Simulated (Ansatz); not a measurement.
Consider CH$_{4}$Ge.

```json
{"atom": "C", "x (Å)": "-1.3032", "y (Å)": "-2.1534", "z (Å)": "-1.0666"}
{"atom": "Ge", "x (Å)": "-0.2787", "y (Å)": "-1.3969", "z (Å)": "-2.6185"}
{"atom": "H", "x (Å)": "-0.7088", "y (Å)": "-2.8444", "z (Å)": "-0.4703"}
{"atom": "H", "x (Å)": "-2.1963", "y (Å)": "-2.6679", "z (Å)": "-1.4352"}
{"atom": "H", "x (Å)": "-1.6573", "y (Å)": "-1.3364", "z (Å)": "-0.4298"}
{"atom": "H", "x (Å)": "-1.5217", "y (Å)": "-0.5132", "z (Å)": "-3.1201"}
```

Geometry: B3LYP-D4/def2-TZVP.

Computed with isolated molecule in a Gaussian basis; Kohn-Sham density functional theory, functional PBE0 (Ansatz).

What can the converged electron density and electron localisation function tell about the bonding?

C–Ge (2.01 Å): ρ at the midpoint is about 0.8 e/Å³; the ELF peaks at about 0.90 in the valence shell of C, 0.8 Å from its nucleus, and is about 0.70 at the midpoint.
C–H (1.09 Å): ρ at the midpoint is about 2 e/Å³; the ELF climbs to about 1 towards the hydrogen, as it does in any bond to H: an ordinary covalent bond to hydrogen.
Ge–H (1.61 Å): ρ at the midpoint is about 0.92 e/Å³; the ELF climbs to about 1 towards the hydrogen.

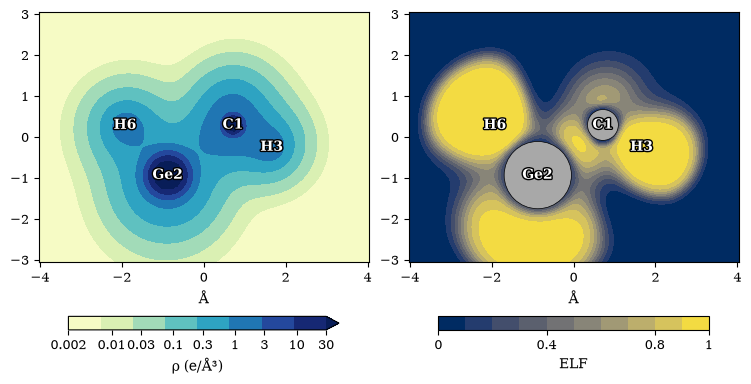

Computed electron density and electron localisation function on the plane of atoms C1, Ge2 and H6, in this order. Grey discs cover the atomic cores in the ELF map. 
